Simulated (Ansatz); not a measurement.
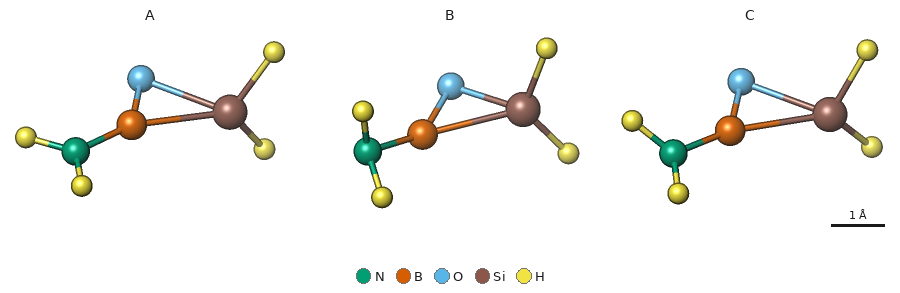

3 geometries from one relaxation of BSiNH4O, in shuffled order. Style: ball-and-stick. Shown at a tilt.

The run prepares an end point of a later path (torsion) calculation, from a guessed geometry.

All numbers below come from Ansatz 0.2.0, RKS PBE0-D4/6-31G. Settings: no spin polarisation; force threshold 0.015 eV/Å; at most 40 steps.

Question: Put them in the order of the run, from the start to the converged end.

Answer: B, C, A. They are steps 0, 4, 10, at +2.285 eV, +0.157 eV relative to the last. Over 9 accepted moves (10 points after the start) the energy falls by 2.285 eV. Largest force component: 5.2 eV/Å at the start, 0.0099 eV/Å at the end. The line search rejected the trial step at point 8 of the run. An H atom moves most after the best rigid fit: 1.16 Å. Largest moves by element: H 1.16 Å, B 0.46 Å, O 0.39 Å, N 0.22 Å, Si 0.17 Å. Some distances before and after: O–Si 1.639 → 1.895 Å, H–N 1.084 → 1.006 Å, H–Si 1.432 → 1.501 Å, B–O 1.443 → 1.374 Å. Bond angles that change, for instance: H–Si–H 124.5° → 110.4°, O–B–Si 54.2° → 66.7°, B–N–H 110.1° → 122.5°. Groups turn about B–O by about 40°. Cost: 47 s on 1 thread of Arm Neoverse N1 (shared host), peak memory 0.15 GiB.
